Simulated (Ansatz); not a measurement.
Al₆As₇H₂₀ (Al6As7 zinc blende off sphere) (charge +1)

Input file:

```
crystal:
  periodic: [false, false, false]
  atoms:
    - {symbol: As, position_ang: [0.750266, -3.458959, 0.584518]}
    - {symbol: As, position_ang: [-2.321555, 2.423367, -1.994588]}
    - {symbol: As, position_ang: [0.694666, -0.788156, -2.185265]}
    - {symbol: As, position_ang: [-2.122961, -0.646246, 0.405092]}
    - {symbol: As, position_ang: [0.722925, -0.702401, 3.226905]}
    - {symbol: As, position_ang: [0.598423, 2.128408, 0.422060]}
    - {symbol: As, position_ang: [3.428242, -0.663833, 0.513381]}
    - {symbol: Al, position_ang: [-3.755980, 0.470720, -1.227918]}
    - {symbol: Al, position_ang: [-0.898441, -2.295202, -0.946456]}
    - {symbol: Al, position_ang: [2.332066, -2.256185, 2.112733]}
    - {symbol: Al, position_ang: [-0.692994, 3.968913, -0.806593]}
    - {symbol: Al, position_ang: [2.164176, 0.899958, -1.026645]}
    - {symbol: Al, position_ang: [-0.852642, 0.819513, 1.945739]}
    - {symbol: H, position_ang: [1.536155, -4.528106, -0.164790]}
    - {symbol: H, position_ang: [-0.058340, -4.388403, 1.479882]}
    - {symbol: H, position_ang: [-3.322248, 3.361359, -2.662657]}
    - {symbol: H, position_ang: [-1.632229, 1.975455, -3.282811]}
    - {symbol: H, position_ang: [1.544125, -1.603242, -3.151409]}
    - {symbol: H, position_ang: [-0.129305, -0.028820, -3.217482]}
    - {symbol: H, position_ang: [-2.987518, -1.526159, 1.304226]}
    - {symbol: H, position_ang: [-0.048323, -1.544171, 4.236611]}
    - {symbol: H, position_ang: [1.537962, 0.116825, 4.220434]}
    - {symbol: H, position_ang: [1.561840, 2.865578, 1.350225]}
    - {symbol: H, position_ang: [4.505391, -1.429958, -0.244522]}
    - {symbol: H, position_ang: [4.350087, 0.207323, 1.356193]}
    - {symbol: H, position_ang: [-3.822101, -0.564389, -2.447776]}
    - {symbol: H, position_ang: [-4.958990, 1.059070, -0.364153]}
    - {symbol: H, position_ang: [-1.657631, -3.352933, -1.855541]}
    - {symbol: H, position_ang: [3.297536, -3.149543, 3.001347]}
    - {symbol: H, position_ang: [0.309060, 4.572478, -1.892724]}
    - {symbol: H, position_ang: [-1.511098, 4.735834, 0.327170]}
    - {symbol: H, position_ang: [3.154406, 1.667703, -2.002795]}
    - {symbol: H, position_ang: [-1.714971, 1.654212, 2.987618]}
basis:
  gaussian: {orbitals: def2-TZVP, fitting: {mean_field: def2-universal-jkfit}, initial_orbitals: start.molden}
total_charge: 1
hamiltonian: {xc: pbe0, dispersion: d4}
scf: {omitted_lower_state_checks: [starts]}
output: {forces: true, orbitals: {seedname: orbitals}}
```

Run with:

```sh
ansatz run in.yaml --threads 2 --pin off --events-out ev --progress --plain --max-ram 32768MiB --backend cuda --devices 0, --max-vram 18GiB
```

Geometry: PBE-D4/def2-SVP.

The calculation used RKS PBE0-D4/def2-TZVP (Ansatz 0.2.0).

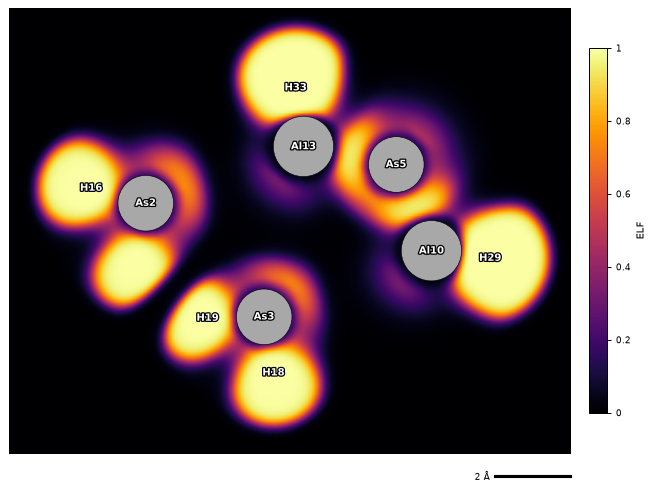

Figure 1. ELF on the plane of atoms As5, Al13 and H33. Grey discs cover the atomic cores.

### Read the bonding off the picture.

- Atoms in the plane: As, Al and H.
- As–H (1.53 Å): the ELF climbs to about 1 towards the hydrogen, as it does in any bond to H.
- Al–As (2.50 Å): the ELF peaks at about 0.95 between the atoms, as expected for a covalent bond.
- Al–As (2.54 Å): the ELF peaks at about 0.95 between the atoms (a covalent bond).
- Al–H (1.59 Å): the ELF climbs to about 1 towards the hydrogen.

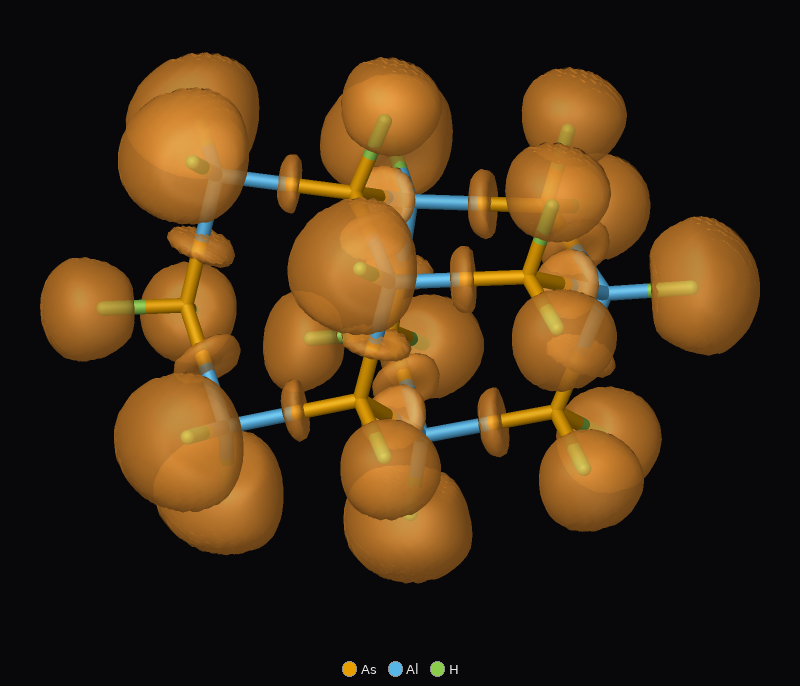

Figure 2. Isosurface of the ELF at 0.85 (orange), seen across its widest extent. Core shells and regions of very low density are left out.

### Describe the localisation domains.

At this value the surface marks out 16 regions between bonded Al–As atoms (shared pairs) and 20 regions around hydrogen nuclei.


Al–As (2.46 Å): the ELF peaks at about 0.90 between the atoms: a covalent bond. As–H (1.52 Å): the ELF climbs to about 1 towards the hydrogen.

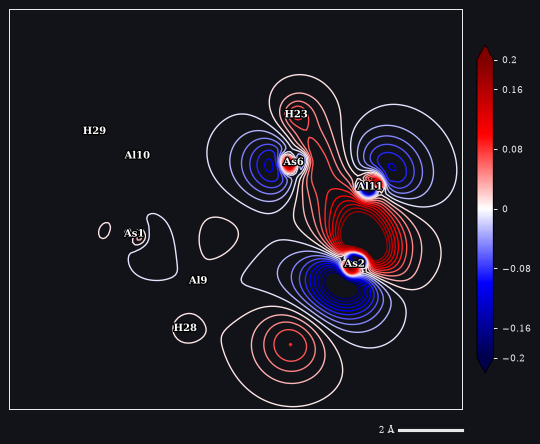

Figure 3. The HOMO on the plane of atoms Al9, As1 and Al10 (values in Å⁻³ᐟ²; the overall sign is arbitrary).

### Where does this orbital lie, and at what energy?

Its weight (Hirshfeld) is mainly on As2 (about 30 %), Al8 (about 15 %), Al11 (about 15 %), H30 (about 10 %) and H26 (about 10 %). Its energy is −10.19 eV.

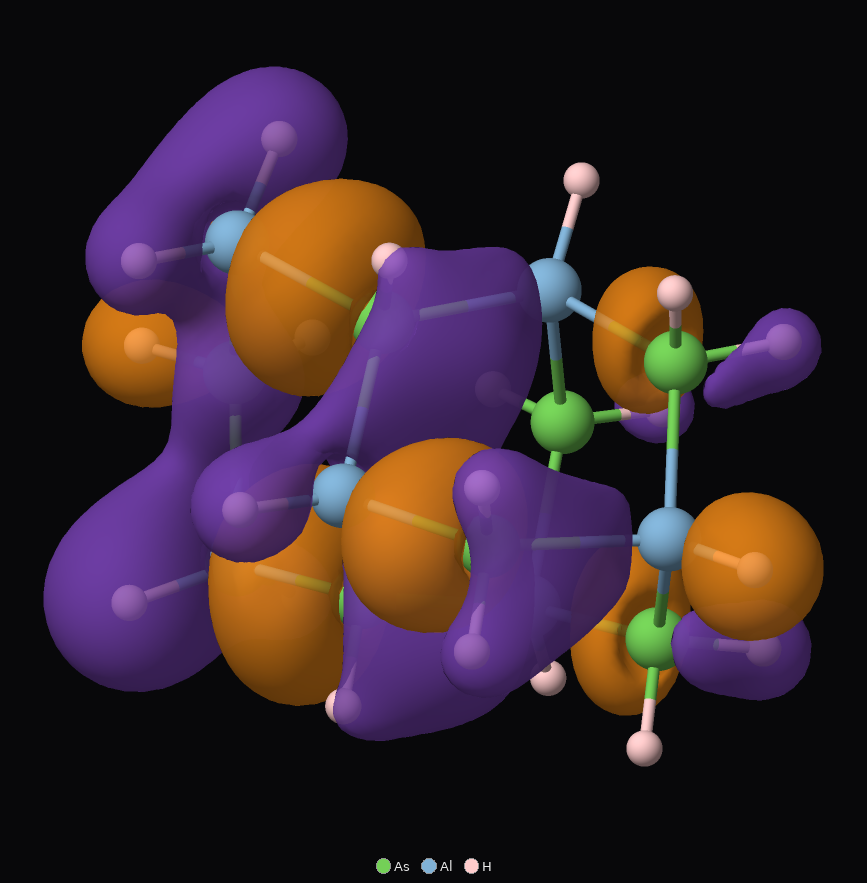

Figure 4. The HOMO−1 at ±0.04 Å⁻³ᐟ² (orange and purple are the two phases), seen at an oblique angle.

### What is the character of this orbital?

By Hirshfeld shares it lies mainly on As4 (about 20 %), As6 (about 15 %), As5 (about 10 %), Al8 (about 10 %) and Al11 (about 5 %). Its energy is −10.45 eV.
